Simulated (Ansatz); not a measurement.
# C2H3F (SMILES C=CF): CCSD(T)/def2-TZVP

Aim: the electronic atomisation energy of C2H3F at CCSD(T)/def2-TZVP, from 4 runs. 

Program for the calculation: Ansatz 0.2.0.

44 further runs of the same task are left out: 44 set aside as unsound or not needed.

## 1. Starting point

C2H3F: 6 atoms, total charge 0, spin state singlet. SMILES: `C=CF`. Geometry: relaxed at PBE0-D4/def2-TZVP.

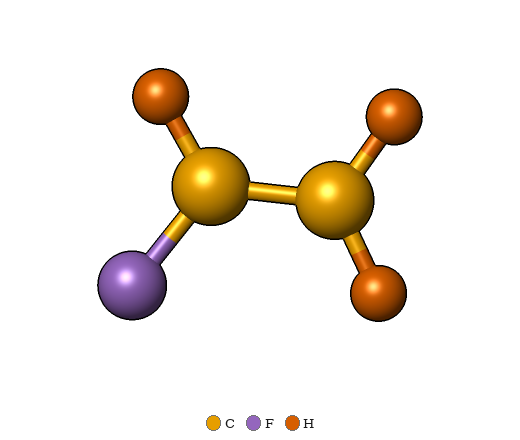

The structure, seen from a chosen angle (carbon amber, fluorine purple, hydrogen orange).

## 2. A single-point energy at CCSD(T)/def2-TZVP

File input.yaml:

```yaml
basis:
  gaussian: {orbitals: def2-TZVP}
crystal:
  periodic: [false, false, false]
  atoms:
    - {symbol: C, position_ang: [-0.536200, 0.076400, -0.442800]}
    - {symbol: C, position_ang: [0.490000, -0.016300, 0.376600]}
    - {symbol: F, position_ang: [0.966200, -1.192400, 0.795500]}
    - {symbol: H, position_ang: [-1.043900, -0.803300, -0.816600]}
    - {symbol: H, position_ang: [-0.880200, 1.054100, -0.749700]}
    - {symbol: H, position_ang: [1.046100, 0.817400, 0.790700]}
correlation: {method: ccsd_t, frozen_orbitals: {C: 1, F: 1, H: 0}}
accuracy: high
scf: {omitted_lower_state_checks: [cluster_reference, increment]}
```

Launch:

```bash
$ ansatz run input.yaml --threads 1 --pin off --max-ram 3480MiB --events-out events.jsonl --progress --plain --runs-dir runs
```

What it wrote, shortened:

```text
Warning: RAYON_NUM_THREADS=1 ignored (pool sized by the plan → 1); use --threads N
Functional definition: HF
  name "HF"
[...]
1965 factors; integrals over basis functions are off by at most 4.0e-9 eV
[...]
mean field -4815.36856028 eV, -176.9615306162 hartree, gradient 1.9e-8 eV, S^2 0.000000; 0 other end points of the search recorded, 0 dependent functions left out
3 core orbitals not correlated: weight in the atoms' cores, before any rotation towards them, 1.000 or more for the frozen orbitals, at most 0.000 for the correlated occupied ones
reference -4815.36856028 eV, -176.9615306162 hartree; 9, 9 occupied and 99, 99 virtual orbitals, 1965 factors
second order -15.35321077 eV of doubles, -0.00000000 eV of singles
cycle   1  -15.48190488 eV  change   -1.3e-1 eV  update   8.3e-2
[...]
cycle  22  -15.92439654 eV  change   9.3e-10 eV  update  4.1e-10
perturbative correction -0.59119452 eV, -0.0217259978 hartree
Total energy: -4831.88415133 eV, -177.5684673928 hartree
Checks for a lower state left out: cluster_reference, increment
```

Run time: 26 s. Hardware: 1 thread of Intel Xeon Platinum 8259CL at 2.50GHz (Skylake/Cascade Lake), shared host; peak memory 0.96 GiB.

## 3. The C atom at the same level

File run.yaml:

```yaml
crystal:
  periodic: [false, false, false]
  atoms:
    - {symbol: C, position_ang: [0.000000, 0.000000, 0.000000]}
basis:
  gaussian:
    orbitals: def2-TZVP
accuracy: high
scf:
  omitted_lower_state_checks: [cluster_reference, increment]
correlation:
  method: ccsd_t
  frozen_orbitals: {C: 1}
magnetization:
  spin_polarized: true
  initial_magnetization: 2
```

Launch:

```bash
$ ansatz run run.yaml --threads 1 --pin off --max-ram 3480MiB --events-out events.jsonl --progress --plain --runs-dir runs
```

What it wrote, shortened:

```text
Warning: RAYON_NUM_THREADS=1 ignored (pool sized by the plan → 1); use --threads N
[... 2 set-up lines as earlier in the session ...]
[...]
312 factors; integrals over basis functions are off by at most 3.1e-9 eV
[...]
mean field -1025.66459998 eV, -37.6924788288 hartree, gradient 9.3e-9 eV, S^2 2.009981; 3 other end points of the search recorded, 0 dependent functions left out
1 core orbitals not correlated: weight in the atoms' cores, before any rotation towards them, 1.000 or more for the frozen orbitals, at most 0.000 for the correlated occupied ones
reference -1025.66459998 eV, -37.6924788288 hartree; 3, 1 occupied and 27, 29 virtual orbitals, 312 factors
second order -1.79895168 eV of doubles, -0.00000000 eV of singles
cycle   1  -2.16641223 eV  change   -3.7e-1 eV  update   4.6e-2
[...]
cycle  17  -2.35434124 eV  change   1.6e-10 eV  update  1.0e-10
perturbative correction -0.05525545 eV, -0.0020306005 hartree
Total energy: -1028.07419667 eV, -37.7810298740 hartree
Checks for a lower state left out: cluster_reference, increment
```

It took 0.5 s on 1 thread of Intel Xeon Platinum 8259CL at 2.50GHz (Skylake/Cascade Lake), shared host; peak memory 0.1 GiB.

## 4. The F atom at the same level

File input.yaml:

```yaml
crystal:
  periodic: [false, false, false]
  atoms:
    - {symbol: F, position_ang: [0.000000, 0.000000, 0.000000]}
basis:
  gaussian:
    orbitals: def2-TZVP
accuracy: high
scf:
  omitted_lower_state_checks: [cluster_reference, increment]
magnetization:
  spin_polarized: true
  initial_magnetization: 1
correlation:
  method: ccsd_t
  frozen_orbitals: {F: 1}
```

Launch:

```bash
$ ansatz run input.yaml --threads 1 --pin off --max-ram 3480MiB --events-out events.jsonl --progress --plain --runs-dir runs
```

What it wrote, shortened:

```text
Warning: RAYON_NUM_THREADS=1 ignored (pool sized by the plan → 1); use --threads N
[... 2 set-up lines as earlier in the session ...]
[...]
309 factors; integrals over basis functions are off by at most 2.5e-9 eV
[...]
mean field -2705.13284640 eV, -99.4117985004 hartree, gradient 2.0e-8 eV, S^2 0.753678; 3 other end points of the search recorded, 0 dependent functions left out
1 core orbitals not correlated: weight in the atoms' cores, before any rotation towards them, 1.000 or more for the frozen orbitals, at most 0.000 for the correlated occupied ones
reference -2705.13284640 eV, -99.4117985004 hartree; 4, 3 occupied and 26, 27 virtual orbitals, 309 factors
second order -5.38216567 eV of doubles, -0.00000000 eV of singles
cycle   1  -5.62213257 eV  change   -2.4e-1 eV  update   2.6e-2
[...]
cycle  16  -5.70960453 eV  change   5.8e-10 eV  update  1.6e-10
perturbative correction -0.09345736 eV, -0.0034344948 hartree
Total energy: -2710.93590830 eV, -99.6250570915 hartree
Checks for a lower state left out: cluster_reference, increment
```

It took 0.87 s on 1 thread of Intel Xeon Platinum 8259CL at 2.50GHz (Skylake/Cascade Lake), shared host; peak memory 0.1 GiB.

## 5. The H atom: the energy at UHF/def2-TZVP

File molecule.yaml:

```yaml
crystal:
  periodic: [false, false, false]
  atoms:
    - {symbol: H, position_ang: [0.000000, 0.000000, 0.000000]}
basis:
  gaussian: {orbitals: def2-TZVP}
magnetization: {spin_polarized: true, initial_magnetization: 1}
hamiltonian: {xc: hf}
accuracy: high
```

Run the same way, it converges to -0.49981 Eh (log not shown).

## 6. Summary of results

At CCSD(T)/def2-TZVP, 3 core orbitals frozen:

```
                                             quantity          value
                               molecule: total energy  -177.56847 Eh
molecule: correlation energy (3 core orbitals frozen)     -606.9 mEh
                             molecule: (T) correction     -21.73 mEh
                              molecule: T1 diagnostic          0.012
                                 C atom: total energy   -37.78103 Eh
   C atom: correlation energy (1 core orbital frozen)      -88.6 mEh
                               C atom: (T) correction      -2.03 mEh
            C atom: ⟨S²⟩ of the reference determinant          2.010
                                C atom: T1 diagnostic          0.009
                                 F atom: total energy   -99.62506 Eh
   F atom: correlation energy (1 core orbital frozen)     -213.3 mEh
                               F atom: (T) correction      -3.43 mEh
            F atom: ⟨S²⟩ of the reference determinant          0.754
                                F atom: T1 diagnostic          0.006
                                 H atom: total energy    -0.49981 Eh
                                         H atom: ⟨S²⟩          0.750
                        electronic atomisation energy      23.998 eV
```

**Reading.** Taking the molecule apart into free atoms costs 24.00 eV (2315 kJ/mol), before zero-point energy and without spin-orbit coupling. The triples (molecule) make up 3.6 % of the correlation energy. The triples (C atom) make up 2.3 % of the correlation energy. The triples (F atom) make up 1.6 % of the correlation energy.
